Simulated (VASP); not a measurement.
Band structure of Lu (hcp). These are r2SCAN+rVV10, VASP's PBE PAW potentials (set 64) (plane waves; VASP 6.6.1) values and carry that method's errors.

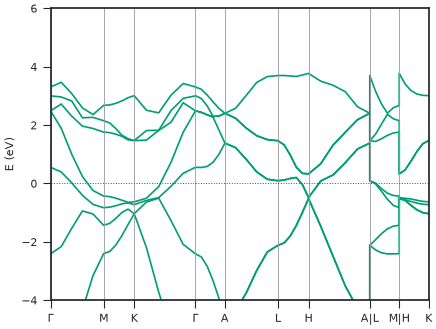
*Bands along high-symmetry lines, zero at the valence-band maximum or, without a gap, the Fermi level*

Read the plot: is there a gap, and where are the band edges?

It has no gap at this level: it comes out as a metal or semimetal.

The compound is Lu in the hcp structure. It was relaxed first.
